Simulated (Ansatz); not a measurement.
**Nudged elastic band, with input and output: BH$_{2}$F$_{3}$**

- system: BH$_{2}$F$_{3}$
- method: RKS PBE0-D4/def2-SVPD (Ansatz 0.2.0)

It belongs to a series of runs on one base structure; here: band between the two ends. Figures and captions count atoms from 1; the log counts them from 0 in places.

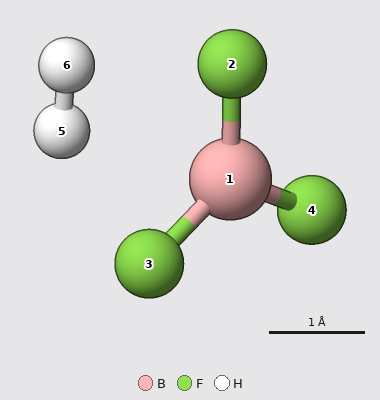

*The structure as given in the input (ball-and-stick view, seen at a tilt; atoms are numbered from 1 in the order of the input).*

**Input**
```yaml
crystal:
  periodic: [false, false, false]
  atoms:
    - { symbol: B, position_ang: [-0.006484, 0.401253, 0.045865] }
    - { symbol: F, position_ang: [-0.014164, 0.840239, 1.285379] }
    - { symbol: F, position_ang: [1.134652, 0.2295, -0.583222] }
    - { symbol: F, position_ang: [-1.140982, 0.164501, -0.574094] }
    - { symbol: H, position_ang: [0.079269, -2.228284, 0.629915] }
    - { symbol: H, position_ang: [0.05911, -1.933109, 1.330359] }
basis:
  gaussian: { orbitals: def2-SVPD }
hamiltonian:
  xc: pbe0
  dispersion: d4
neb:
  order_check: false
  images: 7
  f_tol: 0.05
  max_iterations: 60
  final_atoms:
    - { symbol: B, position_ang: [-0.11064606, -0.56271078, -0.49272667] }
    - { symbol: F, position_ang: [-0.16261073, -0.4231672, 2.0237405] }
    - { symbol: F, position_ang: [1.13105629, -0.10350186, -0.39748954] }
    - { symbol: F, position_ang: [-1.06606109, 0.32354681, -0.68754451] }
    - { symbol: H, position_ang: [-0.33454677, -1.73706688, -0.4919183] }
    - { symbol: H, position_ang: [0.65420935, -0.02300009, 2.18014052] }
  initial_path:
    images:
      - { positions_ang: [[-0.006484, 0.401253, 0.045865], [-0.014164, 0.840239, 1.285379], [1.134652, 0.2295, -0.583222], [-1.140982, 0.164501, -0.574094], [0.079269, -2.228284, 0.629915], [0.05911, -1.933109, 1.330359]] }
      - { positions_ang: [[-0.00511437, 0.30170122, 0.03532158], [-0.01112014, 0.62728184, 1.38244098], [1.13660852, 0.17515584, -0.60131186], [-1.1416645, 0.12475989, -0.59481675], [0.0757255, -2.02457094, 0.5877198], [0.05696599, -1.73022785, 1.32484825]] }
      - { positions_ang: [[-0.00374474, 0.20214943, 0.02477816], [-0.00807627, 0.41432468, 1.47950295], [1.13856504, 0.12081167, -0.61940171], [-1.142347, 0.08501879, -0.6155395], [0.07218199, -1.82085787, 0.5455246], [0.05482198, -1.5273467, 1.3193375]] }
      - { positions_ang: [[-0.00237511, 0.10259765, 0.01423475], [-0.00503241, 0.20136753, 1.57656493], [1.14052156, 0.06646751, -0.63749157], [-1.1430295, 0.04527768, -0.63626225], [0.06863849, -1.61714481, 0.5033294], [0.05267797, -1.32446555, 1.31382674]] }
      - { positions_ang: [[-0.00100548, 0.00304587, 0.00369133], [-0.00198855, -0.01158963, 1.67362691], [1.14247808, 0.01212334, -0.65558142], [-1.143712, 0.00553657, -0.656985], [0.06509498, -1.41343175, 0.4611342], [0.05053396, -1.1215844, 1.30831599]] }
      - { positions_ang: [[-0.02841562, -0.1383933, -0.12041317], [-0.04214409, -0.11448402, 1.76115531], [1.13962263, -0.01678296, -0.59105845], [-1.12429927, 0.08503913, -0.66462488], [-0.03481545, -1.49434053, 0.22287107], [0.20145281, -0.84693832, 1.52627212]] }
      - { positions_ang: [[-0.05582577, -0.27983246, -0.24451767], [-0.08229964, -0.21737842, 1.8486837], [1.13676719, -0.04568926, -0.52653548], [-1.10488654, 0.16454169, -0.67226476], [-0.13472589, -1.57524931, -0.01539205], [0.35237166, -0.57229225, 1.74422825]] }
      - { positions_ang: [[-0.08323592, -0.42127162, -0.36862217], [-0.12245519, -0.32027281, 1.9362121], [1.13391174, -0.07459556, -0.46201251], [-1.08547382, 0.24404425, -0.67990464], [-0.23463633, -1.65615809, -0.25365518], [0.5032905, -0.29764617, 1.96218439]] }
      - { positions_ang: [[-0.11064606, -0.56271078, -0.49272667], [-0.16261073, -0.4231672, 2.0237405], [1.13105629, -0.10350186, -0.39748954], [-1.06606109, 0.32354681, -0.68754451], [-0.33454677, -1.73706688, -0.4919183], [0.65420935, -0.02300009, 2.18014052]] }
```

Run as:
```bash
ansatz run input.yaml --threads 2 --pin off --max-ram 3072MiB --backend cpu --events-out ev --progress --plain --runs-dir out
```

**Log**
```
Engine: ansatz 0.2.0, aarch64-unknown-linux-gnu
Functional definition: PBE0
  parameter a = 0.25
  parameter kappa = 0.804
  parameter beta = 0.06672455060314922
  exchange = (1 - a)*pbe_x(kappa = kappa, mu = beta*pi^2/3) + a*exact_x
  correlation = pbe_c(beta = beta)
842 factors; their error is unknown
mean field evaluation 1: about -8845.8945 eV, gradient 4.2e1 eV
mean field evaluation 2: about -8843.8387 eV, gradient 5.7e1 eV
mean field evaluation 4: about -8848.4712 eV, gradient 3.2e-1 eV
mean field evaluation 8: about -8848.5295 eV, gradient 1.5e-2 eV
mean field -8848.52954851 eV, -325.1774631590 hartree, gradient 2.1e-5 eV, S^2 0.000000; 0 other end points of the search recorded, 0 dependent functions left out
the calculation of the forces begins
reference -8848.52958178 eV, -325.1774643816 hartree; 17, 17 occupied and 88, 88 virtual orbitals, 842 factors
842 factors; their error is unknown
mean field evaluation 16: about -8847.5071 eV, gradient 1.9e0 eV
mean field -8847.57518425 eV, -325.1423909194 hartree, gradient 1.9e-5 eV, S^2 0.000000; 0 other end points of the search recorded, 0 dependent functions left out
[... from here on the field's lines of each further geometry are left out, up to the last ...]
NEB iter   1: max|band force component| = 7.888e1 eV/Å  barrier→ = 12.8229 eV  barrier← = 11.8640 eV  Δτ_max = 0.2000 Å  (217 SCF iters)
NEB iter   2: max|band force component| = 3.785e0 eV/Å  barrier→ = 1.8323 eV  barrier← = 0.8734 eV  Δτ_max = 0.2000 Å  (228 SCF iters)
NEB iter   3: max|band force component| = 2.223e0 eV/Å  barrier→ = 2.0297 eV  barrier← = 1.0708 eV  Δτ_max = 0.2000 Å  (231 SCF iters)
NEB iter   4: max|band force component| = 4.639e0 eV/Å  barrier→ = 1.9160 eV  barrier← = 0.9571 eV  Δτ_max = 0.0991 Å  (221 SCF iters)
NEB iter   5: max|band force component| = 1.454e0 eV/Å  barrier→ = 1.8297 eV  barrier← = 0.8708 eV  Δτ_max = 0.1466 Å  (197 SCF iters)
NEB iter   6: max|band force component| = 1.818e0 eV/Å  barrier→ = 1.8892 eV  barrier← = 0.9303 eV  Δτ_max = 0.0744 Å  (195 SCF iters)
NEB iter   7: max|band force component| = 7.553e-1 eV/Å  barrier→ = 1.8789 eV  barrier← = 0.9199 eV  Δτ_max = 0.0799 Å  (200 SCF iters)
NEB iter   8: max|band force component| = 4.271e-1 eV/Å  barrier→ = 1.8894 eV  barrier← = 0.9305 eV  CI = image 3  Δτ_max = 0.0415 Å  (199 SCF iters)
NEB iter   9: max|band force component| = 3.788e-1 eV/Å  barrier→ = 1.8987 eV  barrier← = 0.9397 eV  CI = image 3  Δτ_max = 0.0691 Å  (196 SCF iters)
NEB iter  10: max|band force component| = 2.355e-1 eV/Å  barrier→ = 1.8933 eV  barrier← = 0.9344 eV  CI = image 3  Δτ_max = 0.1494 Å  (203 SCF iters)
NEB iter  11: max|band force component| = 2.000e0 eV/Å  barrier→ = 1.8910 eV  barrier← = 0.9320 eV  CI = image 3  Δτ_max = 0.0770 Å  (210 SCF iters)
NEB iter  12: max|band force component| = 6.646e-1 eV/Å  barrier→ = 1.8908 eV  barrier← = 0.9318 eV  CI = image 3  Δτ_max = 0.1214 Å  (210 SCF iters)
NEB iter  13: max|band force component| = 1.047e0 eV/Å  barrier→ = 1.8907 eV  barrier← = 0.9318 eV  CI = image 3  Δτ_max = 0.0604 Å  (192 SCF iters)
NEB iter  14: max|band force component| = 1.711e-1 eV/Å  barrier→ = 1.8907 eV  barrier← = 0.9318 eV  CI = image 3  Δτ_max = 0.0280 Å  (170 SCF iters)
NEB iter  15: max|band force component| = 1.063e-1 eV/Å  barrier→ = 1.8907 eV  barrier← = 0.9318 eV  CI = image 3  Δτ_max = 0.0412 Å  (168 SCF iters)
NEB iter  16: max|band force component| = 1.379e-1 eV/Å  barrier→ = 1.8907 eV  barrier← = 0.9318 eV  CI = image 3  Δτ_max = 0.0205 Å  (161 SCF iters)
the calculation of the forces begins
reference -8847.55796913 eV, -325.1417582754 hartree; 17, 17 occupied and 88, 88 virtual orbitals, 842 factors
842 factors; their error is unknown
mean field -8846.64073478 eV, -325.1080505346 hartree, gradient 7.7e-6 eV, S^2 0.000000; 1 other end points of the search recorded, 0 dependent functions left out
the calculation of the forces begins
reference -8846.64076766 eV, -325.1080517432 hartree; 17, 17 occupied and 88, 88 virtual orbitals, 842 factors
NEB iter  17: max|band force component| = 2.471e-2 eV/Å  barrier→ = 1.8907 eV  barrier← = 0.9318 eV  CI = image 3  Δτ_max = 0.0000 Å  (330 SCF iters)
```

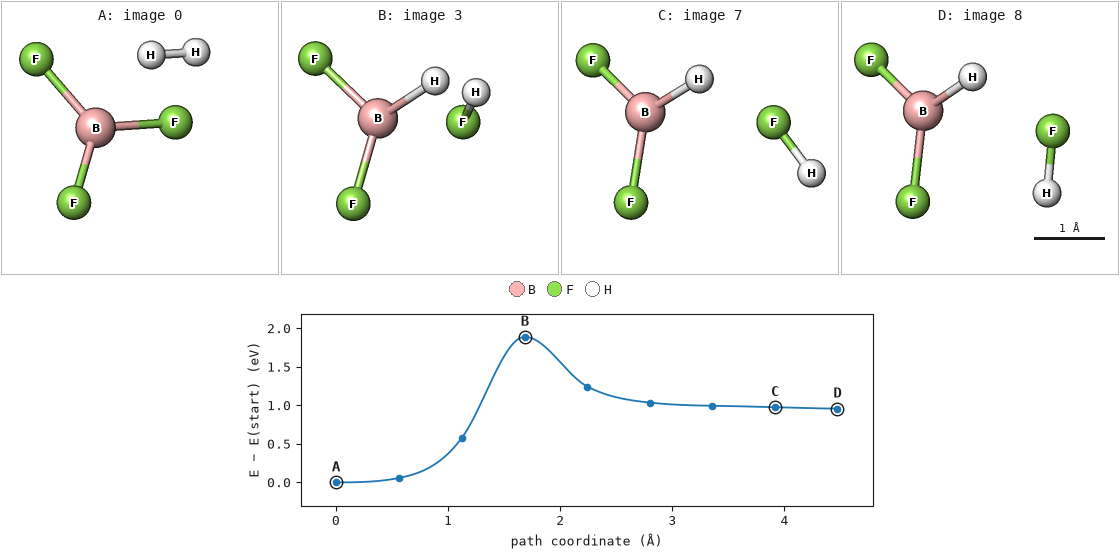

*Images of the last band (counted from 0; ball-and-stick, seen at a tilt) above the energy along the path; the line is a cubic interpolation that uses the forces.*

The highest image is number 3, 1.891 eV above the start and 0.932 eV above the end (the climbing image); the end lies 0.959 eV above the start. The path is 4.47 Å long. The band converged in 17 iterations.

```
Total energy: -8846.68896696 eV, -325.1098230347 hartree
Atom 0 at     0.013890    -0.277240     0.000020 Å, force     0.000074    -0.000039    -0.000150 eV/Å
Atom 1 at     0.016993     0.132093     1.562323 Å, force    -0.000014     0.000201     0.000045 eV/Å
Atom 2 at     1.156300     0.099875    -0.559490 Å, force     0.000154     0.000007     0.000045 eV/Å
Atom 3 at    -1.147532     0.061312    -0.544818 Å, force    -0.000168    -0.000038     0.000078 eV/Å
Atom 4 at     0.037790    -1.558808     0.382111 Å, force    -0.000039     0.000067    -0.000045 eV/Å
Atom 5 at     0.033961    -0.983132     1.294057 Å, force    -0.000007    -0.000198     0.000028 eV/Å
Dipole moment:     0.007880    -0.386784     0.220710 e Å
this run last wrote the band of iteration 17 to [file]
```

**The last band as extended XYZ (Å, eV, eV/Å)**
```
6
Properties=species:S:1:pos:R:3:forces:R:3 image=0 energy=-8848.57964
B    -0.0065    0.4013    0.0459   -0.0018   0.0046   0.0014
F    -0.0142    0.8402    1.2854    0.0006  -0.0008  -0.0124
F     1.1347    0.2295   -0.5832   -0.0101  -0.0002   0.0051
F    -1.1410    0.1645   -0.5741    0.0112   0.0004   0.0049
H     0.0793   -2.2283    0.6299   -0.0004   0.0074   0.0058
H     0.0591   -1.9331    1.3304    0.0005  -0.0114  -0.0049
6
Properties=species:S:1:pos:R:3:forces:R:3 image=1 energy=-8848.52242
B    -0.0008    0.2278    0.1032   -0.0053   0.1263  -0.0164
F    -0.0095    0.6548    1.3512   -0.0031   0.1314  -0.0421
F     1.1404    0.1036   -0.5415   -0.0013   0.0260   0.0029
F    -1.1368    0.0382   -0.5347    0.0006   0.0259   0.0024
H     0.0621   -1.9256    0.5293    0.0039  -0.1330   0.0236
H     0.0560   -1.6247    1.2266    0.0052  -0.1767   0.0296
6
Properties=species:S:1:pos:R:3:forces:R:3 image=2 energy=-8848.00218
B     0.0075   -0.0119    0.1345   -0.0224   1.0256   0.5183
F     0.0012    0.3977    1.4368   -0.0255   0.9397  -0.4447
F     1.1458    0.0568   -0.5424   -0.0353  -0.1497   0.0783
F    -1.1370   -0.0010   -0.5353    0.0417  -0.1477   0.0774
H     0.0507   -1.6735    0.4761    0.0120  -0.4375   0.2921
H     0.0432   -1.2940    1.1645    0.0295  -1.2304  -0.5214
6
Properties=species:S:1:pos:R:3:forces:R:3 image=3 energy=-8846.68893
B     0.0139   -0.2772    0.0000    0.0001   0.0000  -0.0001
F     0.0170    0.1321    1.5623    0.0000   0.0002   0.0000
F     1.1563    0.0999   -0.5595    0.0002   0.0000   0.0000
F    -1.1475    0.0613   -0.5448   -0.0002   0.0000   0.0001
H     0.0378   -1.5588    0.3821    0.0000   0.0001   0.0000
H     0.0340   -0.9831    1.2941    0.0000  -0.0002   0.0000
6
Properties=species:S:1:pos:R:3:forces:R:3 image=4 energy=-8847.33525
B     0.0132   -0.4185   -0.2460   -0.0014  -0.2051  -0.3524
F     0.0231    0.0552    1.7671    0.0039  -0.0838   0.2778
F     1.1423    0.1557   -0.6117   -0.0142   0.0580  -0.0796
F    -1.1412    0.1165   -0.5913    0.0120   0.0585  -0.0799
H     0.0365   -1.5617    0.1770   -0.0017  -0.0035  -0.2661
H     0.0376   -0.8731    1.6392    0.0015   0.1759   0.5002
6
Properties=species:S:1:pos:R:3:forces:R:3 image=5 energy=-8847.54350
B     0.0008   -0.4425   -0.4094    0.0019  -0.0174  -0.0555
F     0.0628    0.0279    1.8779    0.0007  -0.0012   0.0286
F     1.1370    0.1578   -0.7078   -0.0056   0.0121  -0.0226
F    -1.1286    0.1945   -0.6524    0.0035   0.0104  -0.0230
H    -0.0088   -1.5924   -0.0597   -0.0038  -0.0087  -0.0639
H     0.0483   -0.8712    2.0856    0.0032   0.0049   0.1363
6
Properties=species:S:1:pos:R:3:forces:R:3 image=6 energy=-8847.58456
B    -0.0575   -0.4678   -0.5239   -0.0011  -0.0129  -0.0214
F    -0.0028   -0.0473    1.9342   -0.0089  -0.0014   0.0050
F     1.1086    0.1146   -0.7352    0.0056   0.0038   0.0042
F    -1.1469    0.2566   -0.6874   -0.0061   0.0093  -0.0043
H    -0.1241   -1.6419   -0.2940   -0.0031  -0.0009  -0.0034
H     0.3342   -0.7400    2.4406    0.0137   0.0020   0.0199
6
Properties=species:S:1:pos:R:3:forces:R:3 image=7 energy=-8847.60286
B    -0.0985   -0.5193   -0.5300    0.0083   0.0238   0.0058
F    -0.1632   -0.2310    1.9657    0.0078  -0.0123   0.0226
F     1.1106    0.0139   -0.6172   -0.0139  -0.0254   0.0188
F    -1.1291    0.2765   -0.7359    0.0021  -0.0111  -0.0018
H    -0.2414   -1.6946   -0.3579   -0.0034  -0.0005  -0.0308
H     0.6330   -0.3715    2.4095   -0.0010   0.0257  -0.0146
6
Properties=species:S:1:pos:R:3:forces:R:3 image=8 energy=-8847.62071
B    -0.1106   -0.5627   -0.4927   -0.0002  -0.0001   0.0006
F    -0.1626   -0.4232    2.0237    0.0000  -0.0006  -0.0012
F     1.1311   -0.1035   -0.3975   -0.0007  -0.0006   0.0004
F    -1.0661    0.3235   -0.6875   -0.0001   0.0006  -0.0002
H    -0.3345   -1.7371   -0.4919    0.0006   0.0001   0.0002
H     0.6542   -0.0230    2.1801    0.0004   0.0005   0.0003
```

**Summary**

- outcome: converged
- barrier, forward: 1.891 eV
- barrier, backward: 0.932 eV
- hardware: 2 threads of Arm Neoverse V1, 24 GiB of memory available, shared host
- wall time: 2.9 min (CPU time 5.7 min)
- peak memory: 0.17 GiB

**Remarks**

The order of the saddle point was not checked.
